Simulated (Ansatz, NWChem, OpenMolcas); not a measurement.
# How basis sets differ on AlNH2Cl (SMILES [NH2][Al][Cl])

AlNH2Cl has 5 atoms, charge 0, and is taken as a doublet. SMILES: `[NH2][Al][Cl]`. The shape is that of a PBE0-D4/def2-TZVP optimisation. This is one conformer, not always the lowest.

Quantity: the electronic atomisation energy, in eV. The values are calculated. Electronic energies at fixed atoms, without zero-point motion or spin-orbit coupling.

| level | kind | program | value (eV) | CPU time (all runs) |
| --- | --- | --- | --- | --- |
| UPBE/def2-TZVP | GGA | NWChem | 16.04 | 89 s |
| UPBE/def2-TZVPP | GGA | NWChem | 16.10 | 2.1 min |
| UPBE/STO-3G | GGA | Ansatz | 19.43 | 3.2 s |
| UPBE/def2-SVP | GGA | NWChem | 15.96 | 26 s |
| UPBE/aug-cc-pVDZ | GGA | OpenMolcas | 15.59 | 49 s |

The values span 15.59 to 19.43 eV. Without the sets that lack polarisation functions the rows with a basis span only 15.59 to 16.10 eV. Times are those of the runs behind each value, whatever else they computed, on shared processors of several kinds: orders of magnitude only.

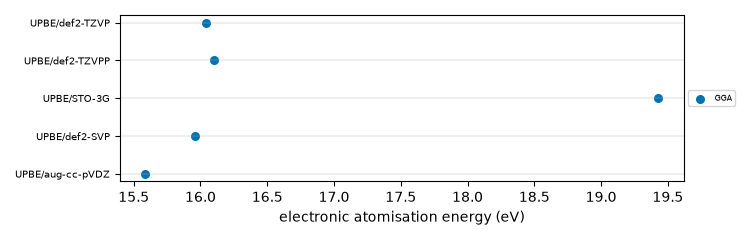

The values of the table, level by level.
